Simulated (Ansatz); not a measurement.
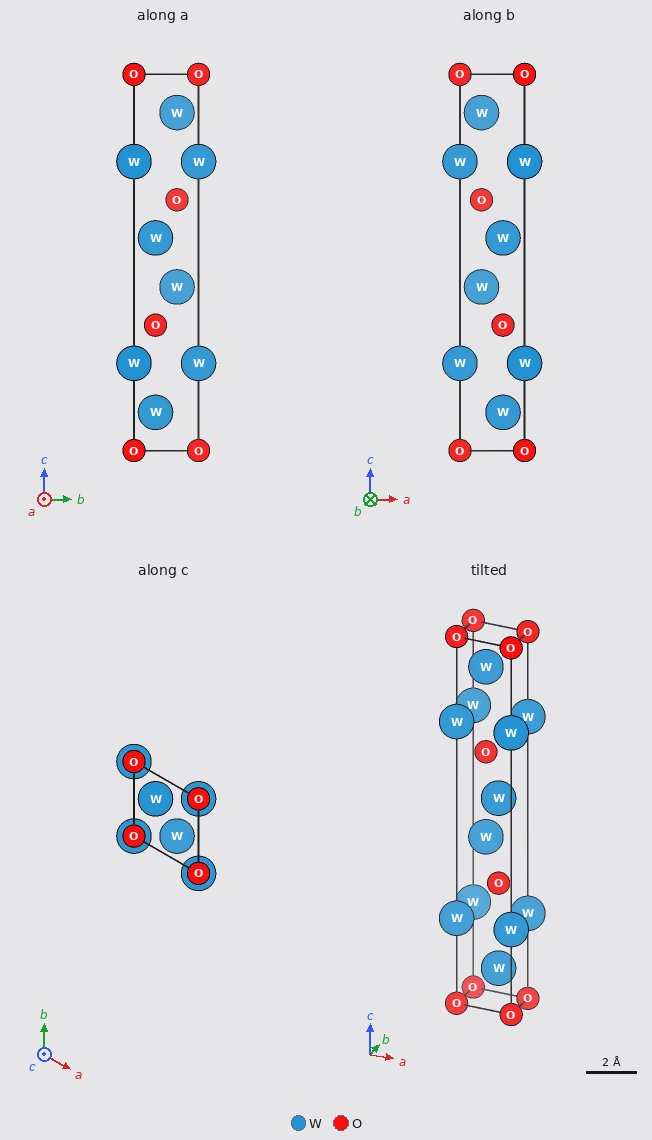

Spheres-only representation of a periodic structure, projected along the a axis, along the b axis, along the c axis and slightly off an axis. Thin lines show the conventional unit cell, with boundary atoms drawn in all their periodic places.

Lattice parameters: a = 2.9822 Å, b = 2.9822 Å, c = 15.0481 Å, α = 90.000°, β = 90.000°, γ = 120.000°.

Convert the drawing into a CIF in P1 with every atom of the cell, with free fractional coordinates to two decimals.

```cif
data_structure
_symmetry_space_group_name_H-M 'P 1'
_symmetry_Int_Tables_number 1
_cell_length_a 2.9822
_cell_length_b 2.9822
_cell_length_c 15.0481
_cell_angle_alpha 90.000
_cell_angle_beta 90.000
_cell_angle_gamma 120.000
_cell_volume 115.90
loop_
_atom_site_label
_atom_site_type_symbol
_atom_site_fract_x
_atom_site_fract_y
_atom_site_fract_z
_atom_site_occupancy
W1 W 0.00 0.00 0.77 1
W2 W 0.3333 0.6667 0.90 1
O1 O 0.00 0.00 0.00 1
W3 W 0.6667 0.3333 0.10 1
W4 W 0.00 0.00 0.23 1
O2 O 0.6667 0.3333 0.3333 1
W5 W 0.3333 0.6667 0.43 1
W6 W 0.6667 0.3333 0.57 1
O3 O 0.3333 0.6667 0.6667 1
```

Provenance: a structure type filled with these elements by a generator (whether the compound takes this form wasn't checked). A relaxation with DFT PBE, scalar-relativistic, plane waves, PAW (Ansatz) gave the geometry drawn.
